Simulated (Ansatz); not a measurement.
**Fields on a plane of AlP (zinc blende)**

```
CELL_PARAMETERS angstrom
      0.00000     2.73525     2.73525
      2.73525     0.00000     2.73525
      2.73525     2.73525     0.00000
ATOMIC_POSITIONS crystal
  P  0.25000 0.25000 0.25000
  Al 0.00000 0.00000 0.00000
```

The slice is a {111} plane (indices of the conventional cell) through the point (0.250, 0.250, 0.250) (fractional), spanned by u = [100] and v = [-1 2 0] in vectors of this cell: u (3.87 Å) and v (6.70 Å, at 90° to u). It covers one period; positions are fractions (u, v).

Atoms on it: P at (0.00, 0.00); P at (0.50, 0.50). Other atoms lie within 1 Å of the plane.

Computed with PBEsol (plane waves to 420 eV, PAW, scalar-relativistic; Ansatz, a program for electronic structure). k mesh 10×10×10. Near the nuclei the fields are pseudised (PAW); where an atom keeps semicore shells as valence, they peak there. AlP was relaxed with its symmetry unable to fall.

```
|xxxxxx%%@@@@@@##==--==##@@@@@@%%xxxx|
|xxxx##@@@@@@@@##++--++##@@@@@@@@##xx|
|++##@@@@@@@@@@##==--==##@@@@@@@@@@##|
|##%%@@@@@@@@%%**--..--**%%@@@@@@@@%%|
|####%%%%%%%%##==......==##%%%%%%%%##|
|******##****==--......--==****##****|
|========----------------------======|
|........::--==++######++==--::......|
|      ..::--**##@@@@@@##**--::..    |
|      ..::++##@@@@@@@@@@##++::..    |
|      ::==**%%@@@@@@@@@@%%**==::    |
|    ..--++##%%@@@@@@@@@@%%##++--..  |
|    ::==**##%%%%%%%%%%%%%%##**==::  |
|  ..--**##%%##++xxxxxx++##%%##**--..|
|..::++##%%%%##xxxxxxxxxx##%%%%##++::|
|::--**%%@@@@##xxxxxxxxxx##@@@@%%**--|
|--==##@@@@@@%%xxxxxxxxxx%%@@@@@@##==|
|--++##@@@@@@@@##xxxxxx##@@@@@@@@##++|
|--==##@@@@@@@@@@##++##@@@@@@@@@@##==|
|..--**%%@@@@@@@@%%##%%@@@@@@@@%%**--|
|....==##%%%%%%%%######%%%%%%%%##==..|
|....--==****##**********##****==--..|
|------------==============----------|
|####++==--::..............::--==++##|
|@@@@##**--::..          ..::--**##@@|
|@@@@@@##++::..          ..::++##@@@@|
|@@@@@@%%**==::          ::==**%%@@@@|
|@@@@@@%%##++--..      ..--++##%%@@@@|
|%%%%%%%%##**==::      ::==**##%%%%%%|
|xxxx++##%%##**--..  ..--**##%%##++xx|
|xxxxxx##%%%%##++::..::++##%%%%##xxxx|
|xxxxxx##@@@@%%**--::--**%%@@@@##xxxx|
```
Scale: ten equal steps from 0.03 (start of ' ') to 0.91 (end of '@'), in the order ' .:-=+*#%@'. Values: electron localisation function (ELF). The map has 18 points along u (two characters each, u = 0 at the left) and 32 along v (v = 0 in the bottom row). Points within 0.5 Å of a nucleus are blanked (x), as the pseudised field means little there.

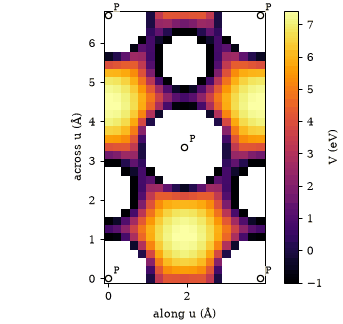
Electrostatic potential energy of an electron, from the cell's mean, in eV, one period of the plane, atoms marked. Points within 1 Å of a nucleus are left white, as the pseudised field means little there. Values under -1 eV are set to -1. The zero, the cell's mean, hangs on the PAW cores.
